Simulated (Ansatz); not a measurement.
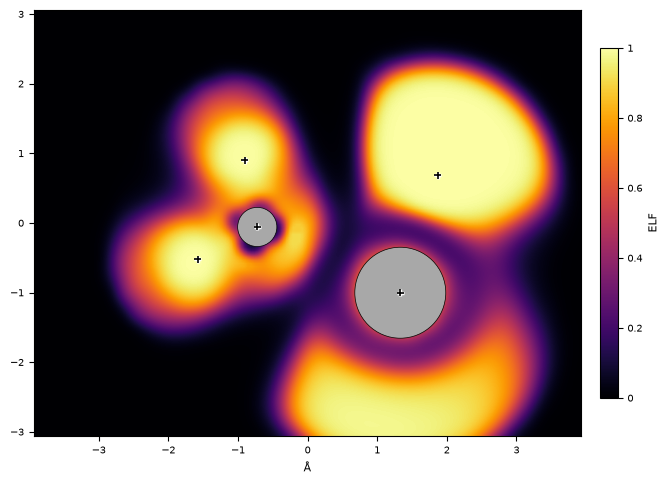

The ELF on a plane through atoms (crosses mark nuclei in the plane; grey discs cover the cores).

All numbers below come from isolated molecule in a Gaussian basis; Kohn-Sham density functional theory, functional PBE0 (Ansatz).

Candidates:
A. BBeHS (SMILES [Be]1[BH][S]1)
B. BHLiMg (SMILES [Li][BH][Mg]) (doublet)
C. H$_{3}$OSn (SMILES [OH2+][SnH]) (charge +1)

> Which candidate gave the map?

Candidate C: H$_{3}$OSn on the molecular plane, which holds O, Sn and H. Sn–O (2.26 Å): the ELF peaks at about 0.90 in the valence shell of O, 0.6 Å from its nucleus, and drops to about 0.10 between the two atoms. O–H (0.97 Å): the ELF climbs to about 1 towards the hydrogen, as it does in any bond to H: a covalent bond by its length.
